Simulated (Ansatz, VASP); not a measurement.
# Cross-check of LaBr2 between VASP and Ansatz

Aim: how closely do two programs agree when they are given the same cell, functional and k mesh?

Method: plane waves, with VASP 6.6.1 beside it; relaxation of cell and atoms at PBEsol, in Ansatz 0.2.0.

### 1. The starting structure

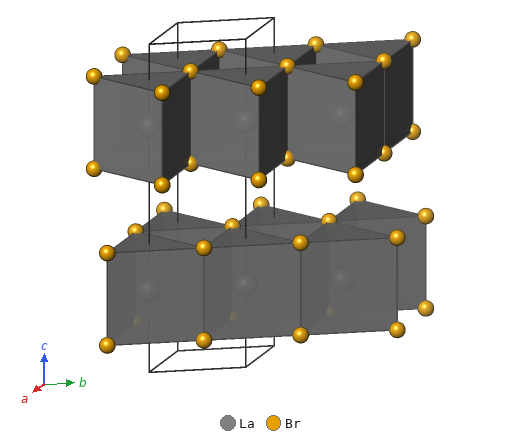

The cell as given, slightly off an axis (lanthanum grey, bromine orange). 1×2×1 cells are drawn. Some periodic images of atoms are drawn too.

Structure file:

```cif
data_structure
_symmetry_space_group_name_H-M 'P6_3/mmc'
_symmetry_Int_Tables_number 194
_cell_length_a 4.0988
_cell_length_b 4.0988
_cell_length_c 13.9000
_cell_angle_alpha 90.000
_cell_angle_beta 90.000
_cell_angle_gamma 120.000
_cell_volume 202.24
loop_
_atom_site_label
_atom_site_type_symbol
_atom_site_symmetry_multiplicity
_atom_site_Wyckoff_symbol
_atom_site_fract_x
_atom_site_fract_y
_atom_site_fract_z
_atom_site_occupancy
La1 La 2 b 0.00000 0.00000 0.75000 1
Br1 Br 4 f 0.66667 0.33333 0.60930 1
```

### 2. Ansatz: relaxation of cell and atoms, PBEsol

Ansatz runs on its default PAW (the set named soft_2) files.

The relaxed volume is the usual yardstick between codes: its relative difference is about their pressure difference at one cell divided by the bulk modulus.

The input, input.yaml:

```yaml
crystal:
  lattice:
    - [4.0988, 0.0, 0.0]
    - [-2.0494, 3.549664925, 0.0]
    - [0.0, 0.0, 13.9]
  atoms:
    - { symbol: La, position: [0.0, 0.0, 0.75] }
    - { symbol: La, position: [0.0, 0.0, 0.25] }
    - { symbol: Br, position: [0.6666666667, 0.3333333333, 0.6093] }
    - { symbol: Br, position: [0.3333333333, 0.6666666667, 0.1093] }
    - { symbol: Br, position: [0.6666666667, 0.3333333333, 0.8907] }
    - { symbol: Br, position: [0.3333333333, 0.6666666667, 0.3907] }
hamiltonian:
  xc: pbesol
  pseudopotentials: { kind: paw }
kpoints:
  mp_grid: { grid: [5, 5, 2] }
scf:
  occupations: { method: gaussian, width: 0.05 }
relax:
  f_tol: 0.01
  max_steps: 60
  cell: { stress_tol: 0.05 }
output:
  forces: true
  stress: true
```

Run with:

```console
$ ansatz run input.yaml --threads 4 --pin off --max-ram 9216MiB --backend cpu --events-out ev --progress --plain --runs-dir out
```

Numbers of over 12 decimals in the logs are rounded to 6 here.

Output:

```text
Engine: ansatz 0.2.0, x86_64-unknown-linux-gnu
Pseudopotentials: kind: paw
Pseudopotential: La, paw, valence charge 11, recommended cutoff 420 eV (normal), La.paw.azcp
Pseudopotential: Br, paw, valence charge 7, recommended cutoff 420 eV (normal), Br.paw.azcp
Functional definition: PBEsol
  exchange = pbesol_x
  correlation = pbesol_c
Crystal: 6 atoms, lattice volume = 202.236 Å³
Basis set: ecut = 420 eV, 3923 PW (Γ), exchange–correlation on 60×60×192 points (8 copies of the dense FFT grid, shifted against one another)
Bands: 31, of which v1, the nominal top of the filled ones, is band 25 counted from 1 (24 counted from 0)
Symmetry: 24 space group operations
Space group: P63/mmc (ITA 194), of the structure as read, at distance tolerance 5.9e-5 Å
k-points: 10 of 50
Non-local potential: La, projectors of the file, l = 0: 3, l = 1: 2, l = 2: 2, l = 3: 3
Non-local potential: Br, projectors of the file, l = 0: 2, l = 1: 2, l = 2: 2
PAW form: soft (Blöchl's): semilocal exchange-correlation on the pseudo side does not see the compensation charge
PAW frozen core: La, regenerated for the run's functional, and the local potential with it (the file was generated under x = pbe(κ = 0.804, μ = 0.219515), c = pbe(β = 0.066725))
PAW frozen core: Br, regenerated for the run's functional, and the local potential with it (the file was generated under x = pbe(κ = 0.804, μ = 0.219515), c = pbe(β = 0.066725))
PAW one-centre angular grid: La, 590 points (default); XC on 64 Gauss nodes
PAW one-centre angular grid: Br, 110 points (default); XC on 64 Gauss nodes
Initial density: superposition of atomic densities (neutral atoms: chi_scale 0, normalization atom), corrected by the library's trained network
Initial wavefunctions: pseudopotential atomic-orbital guess
Functional: x = pbesol(κ = 0.804, μ = 0.123457), c = pbesol(β = 0.046)
SCF iter   1: F=—  HF=-23278.790557 eV  |F-HF|=—  |Δ(HF+E_count)|=         —  Δρ=4.32e-3  dr2=8.22e-2  ethr=1.77e-3  ⟨swp⟩=7.8  Hψ=1503  notcnv=0
preconditioner: auto → LDOS  [metal: Δε(μ)=0.036 eV  Ē_g=10.543 eV  σ=0.050 eV  W_gap=0.38  n_scr=38 (ndim 8)  ℏωp=17.7 eV  f_vac=0.026  D(μ)=14.68/eV (n_scr^D=166)  β→1.0]
SCF iter   2: F=—  HF=-23278.782547 eV  |F-HF|=—  |Δ(HF+E_count)|=   8.01e-3  Δρ=1.90e-3  dr2=1.66e-2  ethr=1.64e-4  ⟨swp⟩=2.8  Hψ=619  notcnv=0  defer=2
SCF iter   3: F=—  HF=-23278.782850 eV  |F-HF|=—  |Δ(HF+E_count)|=   3.03e-4  Δρ=1.35e-3  dr2=1.26e-2  ethr=3.32e-5  ⟨swp⟩=2.0  Hψ=461  notcnv=0  defer=2
SCF iter   4: F=—  HF=-23278.780874 eV  |F-HF|=—  |Δ(HF+E_count)|=   1.98e-3  Δρ=8.32e-4  dr2=2.22e-3  ethr=2.52e-5  ⟨swp⟩=2.0  Hψ=431  notcnv=0  defer=2
SCF iter   5: F=—  HF=-23278.780784 eV  |F-HF|=—  |Δ(HF+E_count)|=   8.97e-5  Δρ=3.57e-4  dr2=2.45e-4  ethr=4.44e-6  ⟨swp⟩=2.5  Hψ=489  notcnv=0  defer=2
SCF iter   6: F=—  HF=-23278.780866 eV  |F-HF|=—  |Δ(HF+E_count)|=   8.21e-5  Δρ=1.47e-4  dr2=3.04e-5  ethr=4.89e-7  ⟨swp⟩=2.1  Hψ=498  notcnv=0  defer=2
SCF iter   7: F=—  HF=-23278.780981 eV  |F-HF|=—  |Δ(HF+E_count)|=   1.15e-4  Δρ=4.32e-5  dr2=2.15e-6  ethr=6.08e-8  ⟨swp⟩=2.3  Hψ=554  notcnv=0  defer=2
SCF iter   8: F=—  HF=-23278.780982 eV  |F-HF|=—  |Δ(HF+E_count)|=   8.86e-7  Δρ=1.98e-5  dr2=3.27e-7  ethr=4.30e-9  ⟨swp⟩=3.3  Hψ=596  notcnv=0  defer=2
SCF iter   9: F=-23278.780982 eV  HF=-23278.780982 eV  |F-HF|=9.66e-9  |Δ(HF+E_count)|=   2.47e-7  Δρ=6.78e-6  dr2=7.64e-8  ethr=2.00e-10  ⟨swp⟩=5.1  Hψ=1124  notcnv=0
SCF 1 converged in 9 iterations: F = -23278.780982 eV  dr2 = 7.64e-8
  greatest PAW one-centre occupation: 0.971 electrons in one spin orbital (limit 2), on the La atom at site 1 (counted from 0), in its partial waves of l = 0
relax step   1: F+E_penalty+E_count = -23278.78098194 eV  Δ(F+E_penalty+E_count) = +0.000e0 eV  max|allowed force component| = 4.490e-1 eV/Å  Δτ_max = 0.0000 Å  P = -1.950 GPa  Ω = 202.236 Å³  (9 SCF iters, dr2 threshold 1.00e-7 eV, accepted)
[...]
relax step   2: F+E_penalty+E_count = -23278.85654723 eV  Δ(F+E_penalty+E_count) = -7.557e-2 eV  max|allowed force component| = 1.401e-1 eV/Å  Δτ_max = 0.0733 Å  P = +0.948 GPa  Ω = 195.023 Å³  energy of the carried Pulay correction = +4.618e-4 eV  (8 SCF iters, dr2 threshold 6.00e-7 eV, accepted)
[...]
relax step   3: F+E_penalty+E_count = -23278.86891911 eV  Δ(F+E_penalty+E_count) = -1.237e-2 eV  max|allowed force component| = 1.074e-2 eV/Å  Δτ_max = 0.0084 Å  P = -0.081 GPa  Ω = 200.496 Å³  energy of the carried Pulay correction = +1.099e-4 eV  (7 SCF iters, dr2 threshold 6.00e-7 eV, accepted)
[...]
relax step   4: F+E_penalty+E_count = -23278.86964479 eV  Δ(F+E_penalty+E_count) = -7.257e-4 eV  max|allowed force component| = 6.808e-3 eV/Å  Δτ_max = 0.0036 Å  P = -0.012 GPa  Ω = 200.497 Å³  energy of the carried Pulay correction = +1.099e-4 eV  (6 SCF iters, dr2 threshold 5.16e-8 eV, accepted)
[...]
relax step   5: F+E_penalty+E_count = -23278.86998855 eV  Δ(F+E_penalty+E_count) = -3.438e-4 eV  max|allowed force component| = 2.846e-3 eV/Å  Δτ_max = 0.0109 Å  P = +0.031 GPa  Ω = 201.392 Å³  energy of the carried Pulay correction = +5.322e-5 eV  (9 SCF iters, accepted)
[...]
relax step   6: F+E_penalty+E_count = -23278.87000282 eV  Δ(F+E_penalty+E_count) = -1.427e-5 eV  max|allowed force component| = 4.495e-4 eV/Å  Δτ_max = 0.0035 Å  P = +0.009 GPa  Ω = 201.855 Å³  energy of the carried Pulay correction = +2.397e-5 eV  (9 SCF iters, accepted)
[...]
relax step   7: F+E_penalty+E_count = -23278.86996684 eV  Δ(F+E_penalty+E_count) = +3.598e-5 eV  max|allowed force component| = 4.378e-4 eV/Å  Δτ_max = 0.0000 Å  P = +0.009 GPa  Ω = 201.855 Å³  stress off target by 1.02e-2 GPa  SCF on the basis re-selected at this cell (its energy is not comparable with the rows above)  (4 SCF iters)
basis re-selected at this cell: Δ(F+E_penalty+E_count) = +3.598e-5 eV, ΔP = +0.000 GPa vs the last step (what re-selecting the basis moved, of the pressure what is left beyond the Pulay correction that the steps carried, after the strain that the cell walked since its last selection, with what the two solves' SCF thresholds leave and, on support functions, any second-order correction that the steps lacked; it is no m [...]
SCF converged after 4 iterations
Free energy (F): -23278.869967 eV
Harris-Foulkes:  -23278.869967 eV  (|F-HF|=1.09e-11)
Internal energy: -23278.860125 eV  (E = F + TS)
E sigma→0 (E₀):  -23278.865046 eV
Entropy (-TS):   -0.009842 eV (-1.640 meV/atom)
Fermi energy:    7.114221 eV
--- Per-component energies (eV) ---
  E_band       = -224.893889
  E_kinetic    = 919.478254
  E_local      = -2022.884141  (includes V_loc(G=0)·N_el)
  E_nonlocal   = 477.487510
  E_hartree    = 644.742260
  E_xc         = -1323.307136
  E_vxc        = -710.511050  (∫ρ·V_xc dr)
  E_paw        = -19469.919111  (= ΣΔE_a)
  E_vpaw       = -177.948972  (= ΣTr[D̂ρ^β])
  E_aug_tail   = -0.000001  (compensation charges beyond the density's cutoff)
  E_ewald      = -2505.165861
  E_core_change = 0.708100  (= ΣΔE_core)
  E_smearing   = -0.009842  (= −TS)
  E_closure    = -0.000000  (closes the sum)
  Σ components = -23278.869967   (vs F -23278.869967, Δ=0.00e0)
--- Forces (eV/Å), atoms counted from 1 ---
  atom   1  La     0.00000000     0.00000000    -0.00000000
  atom   2  La     0.00000000    -0.00000000     0.00000000
  atom   3  Br     0.00000000     0.00000000    -0.00043777
  atom   4  Br     0.00000000    -0.00000000    -0.00043777
  atom   5  Br    -0.00000000     0.00000000     0.00043777
  atom   6  Br    -0.00000000    -0.00000000     0.00043777
  max |Σ_I F_I| component: 9.25e-17 eV/Å
--- Stress (GPa, compression-positive) ---
        0.010241       0.000000       0.000000
        0.000000       0.010241       0.000000
        0.000000       0.000000       0.007697
  P = ⅓ Tr σ = 0.0094 GPa (0.094 kbar)
--- Relaxed structure (6 steps of the walk, 6 accepted, 1 SCFs on fresh bases) ---
  F+E_penalty+E_count = -23278.86996684 eV   max|allowed force component| = 4.378e-4 eV/Å   (the final SCF, on the basis selected at the relaxed cell)
  cell:  # Å, volume = 201.8554 Å³
    - [4.066900, 0.0, 0.0]
    - [-2.033450, 3.522038, 0.0]
    - [0.0, 0.0, 14.092329]
  atoms:
    - { symbol: La, position: [0, 0, 0.750000] }
    - { symbol: La, position: [0, 0, 0.250000] }
    - { symbol: Br, position: [0.666667, 0.333333, 0.616475] }
    - { symbol: Br, position: [0.333333, 0.666667, 0.116475] }
    - { symbol: Br, position: [0.666667, 0.333333, 0.883525] }
    - { symbol: Br, position: [0.333333, 0.666667, 0.383525] }
```

Wall time 7.2 s (4 threads of Intel Xeon Platinum 8375C at 2.90GHz (Ice Lake), shared host); peak memory 0.62 GiB.

(Continued in part 2 of 2.)

[Lines on the potential files, build, host, timing and source positions are cut from VASP's logs without a mark.]

[Logs are printed without paths, hosts, clocks, repeated set-up lines and the standing remarks that a program may print on its own settings, such as how far it seeks lower states.]

[Hosts, paths, dates, database ids (printed as entryN), source tags and the programs' standing remarks are cut or masked in the printed files.]
